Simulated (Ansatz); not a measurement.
# Σ5 (210) boundary in fcc Cu: structure and resistance, part 3 of 3

Wanted: what the Σ5 (210) boundary in fcc Cu costs an interconnect.

Ansatz 0.2.0; Ansatz plane-wave DFT, PBEsol, PAW files; relaxation of a bicrystal slab with its lowest layers held; PAW set soft_1 (the session's first sound run).

So far. Step 3 (Transmission across the boundary): The larger of the two leads' potential steps is 7 meV from period to period, small in itself. The program estimates the junction's conductance to 3.6 % from the k-mesh, 0 % from the leads' distance from neutral and 0.7 % from their steps. Step 4 (Specific resistance): Averaged over the energies near the Fermi level, 87.5 % of the channels pass, which makes 0.126 fΩ m².

## Step 5: Single-crystal slab for reference

This step: Ansatz plane-wave DFT, PBEsol, PAW files; relaxation of a single-crystal slab with its lowest layers held; PAW set soft_1 (Ansatz 0.2.0).

System of this step: Cu slab, plane (2, 1, 0). The cell holds 24 atoms: 24 Cu. Cell: a = 4.427 Å, b = 3.615 Å, c = 29.592 Å, α = 90.0°, β = 90.0°, γ = 65.9°. It derives from Cu. Vacuum lies along c.

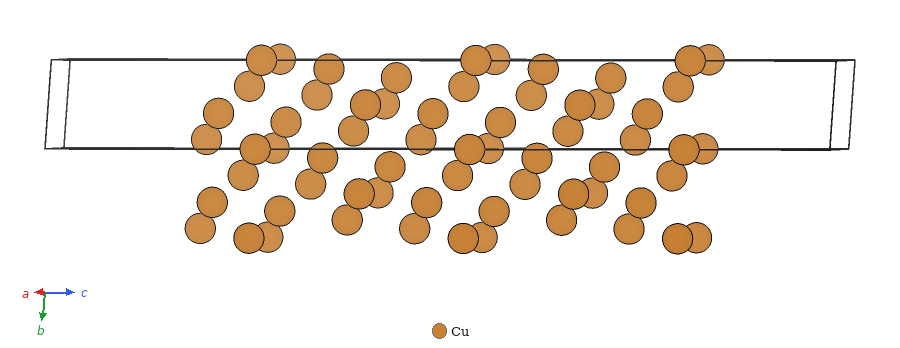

The cell of this step (copper orange). 1×2×1 cells are drawn. Some periodic images of atoms are drawn too.

input.yaml

```yaml
crystal:
  lattice:
    - [4.4274037203, 0.0, 0.0]
    - [1.4758012401, 3.2999918941, 0.0]
    - [0.0, 0.0, 29.5915814808]
  atoms:
    - { symbol: Cu, position: [0.2000000003, 0.8999999998, 0.1689669747] }
    - { symbol: Cu, position: [0.8000000003, 0.5999999998, 0.1962831771] }
    - { symbol: Cu, position: [0.4000000003, 0.2999999998, 0.2235993796] }
    - { symbol: Cu, position: [3.0e-10, 0.9999999998, 0.250915582] }
    - { symbol: Cu, position: [0.6000000003, 0.6999999998, 0.2782317844] }
    - { symbol: Cu, position: [0.2000000003, 0.3999999998, 0.3055479868] }
    - { symbol: Cu, position: [0.8000000002, 0.0999999998, 0.3328641892] }
    - { symbol: Cu, position: [0.4000000002, 0.7999999999, 0.3601803916] }
    - { symbol: Cu, position: [2.0e-10, 0.4999999999, 0.3874965941] }
    - { symbol: Cu, position: [0.6000000002, 0.1999999999, 0.4148127965] }
    - { symbol: Cu, position: [0.2000000002, 0.8999999999, 0.4421289989] }
    - { symbol: Cu, position: [0.8000000002, 0.5999999999, 0.4694452013] }
    - { symbol: Cu, position: [0.4000000002, 0.2999999999, 0.4967614037] }
    - { symbol: Cu, position: [1.0e-10, 0.9999999999, 0.5240776062] }
    - { symbol: Cu, position: [0.6000000001, 0.6999999999, 0.5513938086] }
    - { symbol: Cu, position: [0.2000000001, 0.3999999999, 0.578710011] }
    - { symbol: Cu, position: [0.8000000001, 0.0999999999, 0.6060262134] }
    - { symbol: Cu, position: [0.4000000001, 0.7999999999, 0.6333424158] }
    - { symbol: Cu, position: [1.0e-10, 0.5, 0.6606586182] }
    - { symbol: Cu, position: [0.6000000001, 0.2, 0.6879748207] }
    - { symbol: Cu, position: [0.2, 0.9, 0.7152910231] }
    - { symbol: Cu, position: [0.8, 0.6, 0.7426072255] }
    - { symbol: Cu, position: [0.4, 0.3, 0.7699234279] }
    - { symbol: Cu, position: [0.0, 0.0, 0.7972396303] }
kpoints:
  mp_grid: { grid: [7, 7, 1] }
hamiltonian:
  xc: pbesol
  pseudopotentials: { kind: paw, azcp: { folder: soft_1 }, xc_functional: pbe }
scf:
  occupations: { method: fermi_dirac, width: 0.1 }
relax:
  f_tol: 0.03
  max_steps: 80
  constraints: [{ sites: [0, 1, 2, 3] }]
```

Launch:

```sh
$ ansatz run input.yaml --threads 4 --pin off --max-ram 15360MiB --backend cpu --events-out ev --progress --plain --runs-dir out
```

Numbers of over 12 decimals in the logs are rounded to 6 here.

Log:

```text
Warning: crystal.symmetry: narrowed to the stabiliser of the relax constraints — unitary ops 4 → 2; lowered at sites 0, 1, 2, 3, 20, 21, 22, 23 (the operations that carried what is held of a site onto what its image site leaves free; the constrained walk keeps no symmetry that its constraints do not admit)
[...]
Crystal: 24 atoms, lattice volume = 432.345 Å³
Basis set: ecut = 420 eV, 8449 PW (Γ), exchange–correlation on 60×50×400 points (8 copies of the dense FFT grid, shifted against one another)
Bands: 274, of which v1, the nominal top of the filled ones, is band 228 counted from 1 (227 counted from 0)
Symmetry: 2 space group operations
k-points: 16 of 49 (time reversal used)
[...]
SCF iter   1: F=—  HF=-158151.445541 eV  |F-HF|=—  |Δ(HF+E_count)|=         —  Δρ=2.30e-1  dr2=1.37e2  ethr=3.10e-3  ⟨swp⟩=5.9  Hψ=16273  notcnv=0  defer=85
[...]
SCF iter  10: F=-158126.764227 eV  HF=-158126.764218 eV  |F-HF|=8.75e-6  |Δ(HF+E_count)|=   1.88e-5  Δρ=6.58e-5  dr2=1.35e-5  ethr=4.93e-9  ⟨swp⟩=3.0  Hψ=15940  notcnv=0
SCF 1 converged in 10 iterations: F = -158126.764227 eV  dr2 = 1.35e-5
[...]
relax step   1: F+E_penalty+E_count = -158126.76422664 eV  Δ(F+E_penalty+E_count) = +0.000e0 eV  max|allowed force component| = 9.367e-1 eV/Å  Δτ_max = 0.0000 Å  (10 SCF iters, dr2 threshold 2.25e-5 eV, accepted)
[...]
SCF iter   9: F=-158126.891253 eV  HF=-158126.891274 eV  |F-HF|=2.08e-5  |Δ(HF+E_count)|=   1.02e-5  Δρ=6.82e-5  dr2=2.32e-5  ethr=1.20e-8  ⟨swp⟩=3.0  Hψ=15384  notcnv=0
SCF 2 converged in 9 iterations: F = -158126.891253 eV  dr2 = 2.32e-5
relax step   2: F+E_penalty+E_count = -158126.89125282 eV  Δ(F+E_penalty+E_count) = -1.270e-1 eV  max|allowed force component| = 5.989e-1 eV/Å  Δτ_max = 0.1943 Å  (9 SCF iters, dr2 threshold 5.48e-5 eV, accepted)
SCF iter   1: F=—  HF=-158127.116032 eV  |F-HF|=—  |Δ(HF+E_count)|=         —  Δρ=1.52e-2  dr2=1.06e0  ethr=1.71e-3  ⟨swp⟩=4.8  Hψ=9506  notcnv=0  defer=483
[...]
SCF iter   9: F=-158126.961082 eV  HF=-158126.961088 eV  |F-HF|=5.16e-6  |Δ(HF+E_count)|=   1.50e-6  Δρ=3.54e-5  dr2=6.47e-6  ethr=4.92e-9  ⟨swp⟩=4.0  Hψ=13293  notcnv=0
SCF 3 converged in 9 iterations: F = -158126.961082 eV  dr2 = 6.47e-6
relax step   3: F+E_penalty+E_count = -158126.96108244 eV  Δ(F+E_penalty+E_count) = -6.983e-2 eV  max|allowed force component| = 1.499e-1 eV/Å  Δτ_max = 0.1921 Å  (9 SCF iters, dr2 threshold 2.24e-5 eV, accepted)
[...]
relax step   4: F+E_penalty+E_count = -158127.00336266 eV  Δ(F+E_penalty+E_count) = -4.228e-2 eV  max|allowed force component| = 8.387e-2 eV/Å  Δτ_max = 0.2000 Å  (11 SCF iters, dr2 threshold 1.41e-6 eV, accepted)
[...]
relax step   5: F+E_penalty+E_count = -158127.00930029 eV  Δ(F+E_penalty+E_count) = -5.938e-3 eV  max|allowed force component| = 9.381e-2 eV/Å  Δτ_max = 0.0779 Å  (11 SCF iters, accepted)
[...]
relax step   6: F+E_penalty+E_count = -158127.01267244 eV  Δ(F+E_penalty+E_count) = -3.372e-3 eV  max|allowed force component| = 2.506e-2 eV/Å  Δτ_max = 0.0613 Å  (9 SCF iters, dr2 threshold 2.75e-6 eV, accepted)
[...]
relax step   7: F+E_penalty+E_count = -158127.01267296 eV  Δ(F+E_penalty+E_count) = -5.219e-7 eV  max|allowed force component| = 2.504e-2 eV/Å  Δτ_max = 0.0000 Å  (4 SCF iters, accepted)
[...]
relax step   8: F+E_penalty+E_count = -158127.01502157 eV  Δ(F+E_penalty+E_count) = -2.349e-3 eV  max|allowed force component| = 1.637e-2 eV/Å  Δτ_max = 0.0845 Å  (11 SCF iters, accepted)
SCF iter   1: F=—  HF=-158127.070029 eV  |F-HF|=—  |Δ(HF+E_count)|=         —  Δρ=7.02e-3  dr2=1.44e-1  ethr=3.13e-4  ⟨swp⟩=4.2  Hψ=9086  notcnv=0  defer=492
[...]
SCF iter   9: F=-158127.015683 eV  HF=-158127.015683 eV  |F-HF|=6.05e-9  |Δ(HF+E_count)|=   4.44e-7  Δρ=3.36e-6  dr2=5.48e-8  ethr=2.19e-11  ⟨swp⟩=4.1  Hψ=13876  notcnv=0
SCF 9 converged in 9 iterations: F = -158127.015683 eV  dr2 = 5.48e-8
relax step   9: F+E_penalty+E_count = -158127.01568295 eV  Δ(F+E_penalty+E_count) = -6.614e-4 eV  max|allowed force component| = 1.094e-2 eV/Å  Δτ_max = 0.0505 Å  (9 SCF iters, accepted)
SCF converged after 9 iterations
Free energy (F): -158127.015683 eV
[...]
Internal energy: -158126.771487 eV  (E = F + TS)
E sigma→0 (E₀):  -158126.893585 eV
Entropy (-TS):   -0.244196 eV (-10.175 meV/atom)
Fermi energy:    9.123356 eV
[...]
--- Forces (eV/Å), atoms counted from 1 ---
  atom   1  Cu    -0.02800507     0.01252425     0.93172383
  atom   2  Cu     0.07562885    -0.03382225     0.05771181
  atom   3  Cu    -0.01870735     0.00836618    -0.51712395
  atom   4  Cu    -0.02429254     0.01086396    -0.47736697
  atom   5  Cu     0.00008763    -0.00003919     0.00003797
  atom   6  Cu     0.00041087    -0.00018375    -0.00234219
  atom   7  Cu    -0.00121112     0.00054163    -0.00111614
  atom   8  Cu    -0.00014508     0.00006488    -0.00153769
  atom   9  Cu    -0.00024208     0.00010826    -0.00119204
  atom  10  Cu    -0.00084597     0.00037833    -0.00007203
  atom  11  Cu    -0.00065658     0.00029363     0.00026156
  atom  12  Cu     0.00038131    -0.00017052    -0.00047477
  atom  13  Cu    -0.00110224     0.00049294    -0.00004250
  atom  14  Cu     0.00008542    -0.00003820    -0.00053184
  atom  15  Cu    -0.00011593     0.00005184    -0.00025440
  atom  16  Cu    -0.00017960     0.00008032     0.00098170
  atom  17  Cu    -0.00047270     0.00021140     0.00301668
  atom  18  Cu     0.00060718    -0.00027154     0.00030602
  atom  19  Cu    -0.00073104     0.00032693     0.00285269
  atom  20  Cu     0.00285082    -0.00127493    -0.00056348
  atom  21  Cu    -0.01082130     0.00483943     0.00783782
  atom  22  Cu     0.01094010    -0.00489256    -0.00063290
  atom  23  Cu    -0.00443015     0.00198122     0.00014585
  atom  24  Cu     0.00053642    -0.00023989    -0.00168350
  max |Σ_I F_I| component: 4.30e-4 eV/Å
--- Relaxed structure (9 steps of the walk, 9 accepted, 0 SCFs on fresh bases) ---
  F+E_penalty+E_count = -158127.01568295 eV   max|allowed force component| = 1.094e-2 eV/Å
  atoms:
    - { symbol: Cu, position: [0.200000, 0.900000, 0.168966974725] }
    - { symbol: Cu, position: [0.800000, 0.600000, 0.196283] }
    - { symbol: Cu, position: [0.400000, 0.300000, 0.223599379575] }
    - { symbol: Cu, position: [3.124999148340635e-10, 1.000000, 0.250915581975] }
    - { symbol: Cu, position: [0.598263, 0.700869, 0.276629] }
    - { symbol: Cu, position: [0.196266, 0.401867, 0.303456] }
    - { symbol: Cu, position: [0.792289, 0.103856, 0.329679] }
    - { symbol: Cu, position: [0.388098, 0.805951, 0.356187] }
    - { symbol: Cu, position: [-0.016360, 0.508180, 0.382730] }
    - { symbol: Cu, position: [0.579152, 0.210424, 0.408898] }
    - { symbol: Cu, position: [0.174332, 0.912834, 0.435645] }
    - { symbol: Cu, position: [0.769431, 0.615284, 0.462110] }
    - { symbol: Cu, position: [0.365924, 0.317038, 0.488287] }
    - { symbol: Cu, position: [-0.038926, 1.019463, 0.514748] }
    - { symbol: Cu, position: [0.556123, 0.721939, 0.541482] }
    - { symbol: Cu, position: [0.151466, 0.424267, 0.567659] }
    - { symbol: Cu, position: [0.747282, 0.126359, 0.594174] }
    - { symbol: Cu, position: [0.342152, 0.828924, 0.620672] }
    - { symbol: Cu, position: [-0.062544, 0.531272, 0.647155] }
    - { symbol: Cu, position: [0.537039, 0.231481, 0.673424] }
    - { symbol: Cu, position: [0.135041, 0.932479, 0.699352] }
    - { symbol: Cu, position: [0.719900, 0.640050, 0.727913] }
    - { symbol: Cu, position: [0.321868, 0.339066, 0.752591] }
    - { symbol: Cu, position: [-0.074907, 0.037454, 0.774589] }
```

It took 15 min on 4 threads of Arm Neoverse V1, shared host; peak memory 3.2 GiB.

Step by step:

```csv
step,energy less that of the first step (eV),largest force component (eV/Å)
1,0.0000,0.9367
2,-0.1270,0.5989
3,-0.1969,0.1499
4,-0.2391,0.0839
5,-0.2451,0.0938
6,-0.2484,0.0251
7,-0.2484,0.0250
8,-0.2508,0.0164
9,-0.2515,0.0109
```

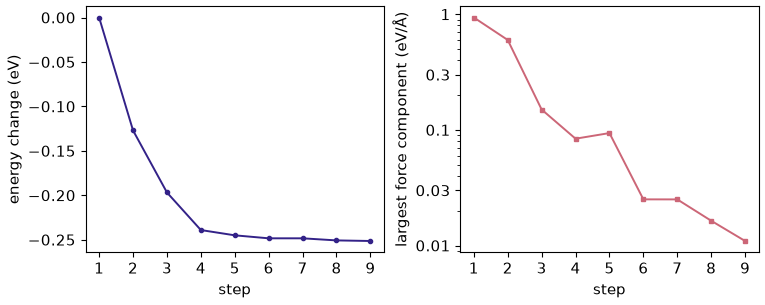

Energy and largest force along the relaxation.

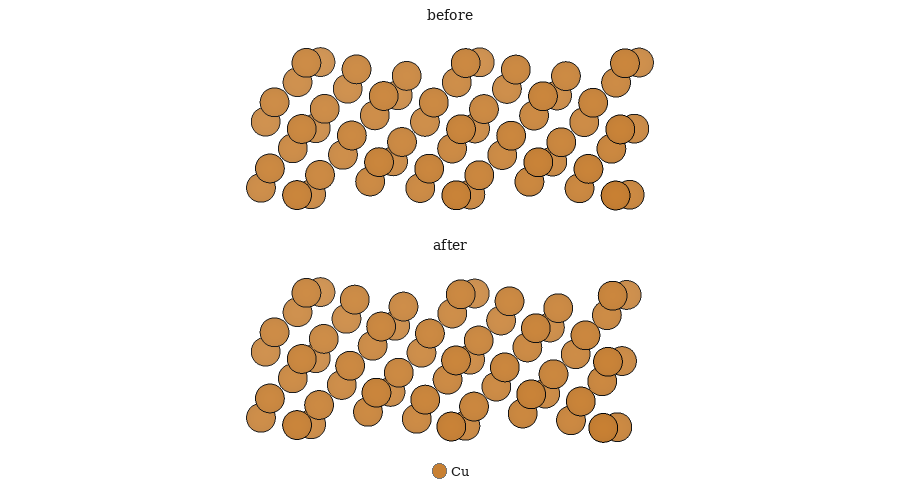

Before and after, at one scale.

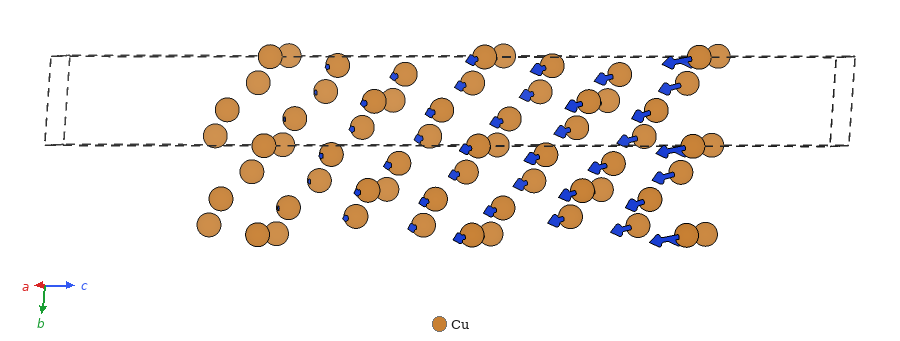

Displacements in the relaxation, exaggerated; the longest in the cell stands for 0.74 Å. 1×2×1 cells are drawn. Some periodic images of atoms are drawn too.

The atoms that moved most (Å):

```csv
atom,dx,dy,dz,length
Cu24,-0.276,0.124,-0.670,0.735
Cu23,-0.288,0.129,-0.513,0.602
Cu22,-0.296,0.132,-0.435,0.542
Cu21,-0.240,0.107,-0.472,0.540
Cu20,-0.232,0.104,-0.431,0.500
Cu19,-0.231,0.103,-0.400,0.473
Cu18,-0.213,0.095,-0.375,0.442
Cu17,-0.195,0.087,-0.351,0.410
```

The relaxed structure:

```
Cu
1.0
     4.42740    0.00000    0.00000
     1.47580    3.29999    0.00000
     0.00000    0.00000   29.59158
Cu
24
Direct
  0.20000 0.90000 0.16897
  0.80000 0.60000 0.19628
  0.40000 0.30000 0.22360
  0.00000 0.00000 0.25092
  0.59826 0.70087 0.27663
  0.19627 0.40187 0.30346
  0.79229 0.10386 0.32968
  0.38810 0.80595 0.35619
  0.98364 0.50818 0.38273
  0.57915 0.21042 0.40890
  0.17433 0.91283 0.43564
  0.76943 0.61528 0.46211
  0.36592 0.31704 0.48829
  0.96107 0.01946 0.51475
  0.55612 0.72194 0.54148
  0.15147 0.42427 0.56766
  0.74728 0.12636 0.59417
  0.34215 0.82892 0.62067
  0.93746 0.53127 0.64715
  0.53704 0.23148 0.67342
  0.13504 0.93248 0.69935
  0.71990 0.64005 0.72791
  0.32187 0.33907 0.75259
  0.92509 0.03745 0.77459
```

This step gave:

```yaml
free_energy: -158127.0157 eV
energy_at_zero_smearing: -158126.8936 eV
fermi_energy: 9.123 eV
```

The largest force component on a free atom ends at 0.011 eV/Å, under the tolerance of 0.03, after 9 steps.

## Step 6: Bulk reference

This step: Ansatz plane-wave DFT, PBEsol, PAW files; bulk reference; PAW set soft_1 (Ansatz 0.2.0).

System of this step: Cu. The structure is cubic, space group Fm-3m (No. 225). Conventional cell: a = 3.615 Å, b = 3.615 Å, c = 3.615 Å, α = 90.00°, β = 90.00°, γ = 90.00°. Cu has 12 Cu at 2.56 Å nearest.

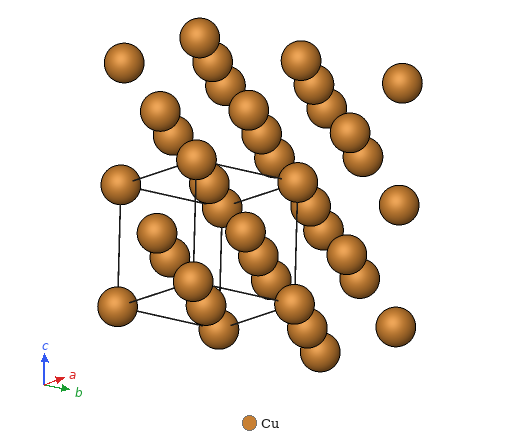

The cell of this step (copper orange). 1×2×2 conventional cells are drawn. Some periodic images of atoms are drawn too.

input.yaml, the sections that differ from step 5:

```yaml
crystal:
  lattice:
    - [0.0, 1.80748, 1.80748]
    - [1.80748, 0.0, 1.80748]
    - [1.80748, 1.80748, 0.0]
  atoms:
    - { symbol: Cu, position: [0.0, 0.0, 0.0] }
kpoints:
  mp_grid: { grid: [21, 21, 21] }
# hamiltonian, scf: as in step 5
# relax: removed
```

Log:

```text
[...]
Crystal: 1 atoms, lattice volume = 11.810 Å³
Basis set: ecut = 420 eV, 259 PW (Γ)
Bands: 14, of which v1, the nominal top of the filled ones, is band 10 counted from 1 (9 counted from 0)
Symmetry: 48 space group operations
[...]
k-points: 286 of 9261
[...]
SCF iter   1: F=—  HF=-6589.862719 eV  |F-HF|=—  |Δ(HF+E_count)|=         —  Δρ=2.93e-1  dr2=6.03e0  ethr=3.10e-3  ⟨swp⟩=4.9  Hψ=19000  notcnv=0
[...]
SCF iter   7: F=-6588.773845 eV  HF=-6588.773845 eV  |F-HF|=4.03e-10  |Δ(HF+E_count)|=   2.59e-9  Δρ=3.40e-6  dr2=8.02e-10  ethr=4.75e-10  ⟨swp⟩=2.0  Hψ=6916  notcnv=0
SCF 1 converged in 7 iterations: F = -6588.773845 eV  dr2 = 8.02e-10
[...]
SCF converged after 7 iterations
Free energy (F): -6588.773845 eV
[...]
Internal energy: -6588.762860 eV  (E = F + TS)
E sigma→0 (E₀):  -6588.768352 eV
Entropy (-TS):   -0.010985 eV (-10.985 meV/atom)
Fermi energy:    16.186307 eV
[...]
```

Elapsed: 0.9 s, on 4 threads; peak memory 0.3 GiB; 2.8 s of CPU time.

Numbers from this step:

* free energy: -6588.7738 eV
* energy at zero smearing: -6588.7684 eV
* Fermi energy: 16.19 eV

## Step 7: Boundary energy

This step: Ansatz plane-wave DFT, PBEsol, PAW files; bicrystal less single-crystal slab less bulk atoms, a boundary area; PAW set soft_1 (Ansatz 0.2.0).

Numbers from this step:

- excess energy of the cell: 1.017 eV
- boundary energy: 1.115 J/m²

The boundary costs 1.1 J/m².

By hand: 1.02 eV / 14.61 Å² × 16.02 = 1.11 J/m².

## Step 8: Summary of results

* specific resistance of the boundary: 0.126 fΩ m²
* share of channels that pass: 0.875
* boundary energy: 1.11 J/m²

What this shows: The boundary has a specific resistance of 0.13 fΩ m² and an energy of 1.1 J/m². The boundary reflects 13 % of the channels; 0.13 fΩ m² is 1.3×10⁻¹² Ω·cm². That equals the resistance of 7.3 nm of bulk Cu at 300 K (measured 1.725 µΩ cm, CRC Handbook of Chemistry and Physics, 84th ed., 2003, Electrical Resistivity of Pure Metals). One starting structure was relaxed; another shift or atom count at the boundary may lie lower.

[Logs are printed without paths, hosts, clocks, repeated set-up lines and the standing remarks that a program may print on its own settings, such as how far it seeks lower states.]

[Hosts, paths, dates, database ids (printed as entryN), source tags and the programs' standing remarks are cut or masked in the printed files.]
